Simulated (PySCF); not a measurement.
## Electronic structure of C₄H₁₂BNSi (SMILES B[SiH2]NC1CCC1) in real space

```xyz
19

B     3.6741   -0.3261   -0.2886
Si    1.8601   -0.4812   -0.9873
N     0.7283   -0.2302    0.2937
C    -0.6893   -0.3203    0.1379
C    -1.4792    0.9734   -0.1747
C    -2.4679    0.6199    0.9462
C    -1.5208   -0.4901    1.4259
H     4.5750   -0.7005   -0.9328
H     3.9332    0.1470    0.7493
H     1.6126    0.4322   -2.1386
H     1.4694   -1.8030   -1.5198
H     0.9763    0.4142    1.0310
H    -0.8880   -1.1018   -0.5960
H    -0.8946    1.8674    0.0355
H    -1.8914    1.0485   -1.1780
H    -3.4121    0.2326    0.5694
H    -2.6744    1.4111    1.6642
H    -1.9658   -1.4700    1.5822
H    -0.9551   -0.2140    2.3145
```

Geometry: GFN2-xTB.

Computed with PySCF 2.14.0, B3LYP/def2-SVPD, SCF density, gas phase.

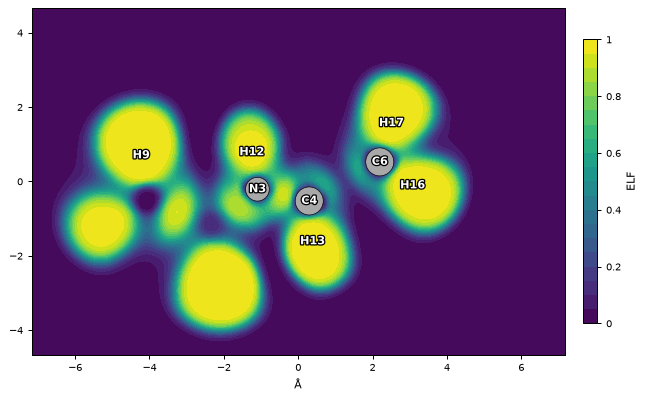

Figure 1. ELF on the plane of atoms N3, C4 and H13. Grey discs cover the atomic cores.

Q: Read the bonding off the picture.

A: The section cuts through N, C and H sites.
C–N (1.43 Å): the ELF peaks at about 0.95 between the atoms: a covalent bond.
N–H (1.01 Å): the ELF climbs to about 1 towards the hydrogen, as it does in any bond to H (a covalent bond by its length).
C–H (1.09 Å): the ELF climbs to about 1 towards the hydrogen: a covalent bond by its length.

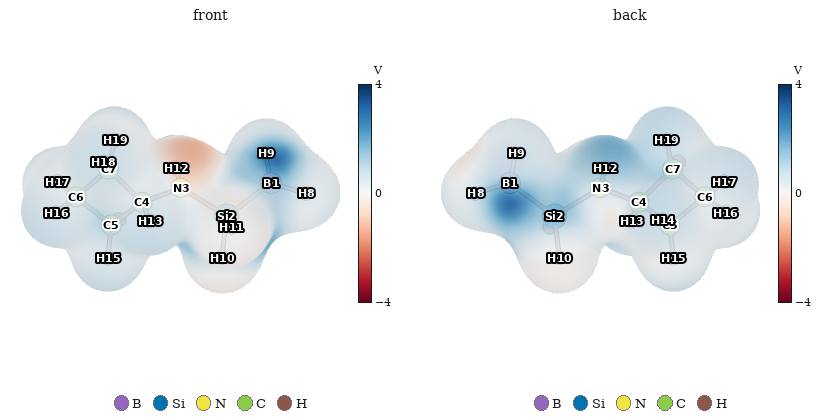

Figure 2. The molecular electrostatic potential painted on the density surface at 0.004 e/bohr³, seen from the front and from behind; red is negative and blue positive.

Q: Which sites attract a positive test charge, and which a negative one?

A: A positive charge is drawn to the negative regions and a negative charge to the positive ones. The most negative region (about −1.3 V) lies over N3, the most positive (about +2.9 V) over B1. N3 is the likeliest acceptor of a hydrogen bond.

Q: How polar is the molecule by this calculation?

A: Its dipole moment is 0.84 D.
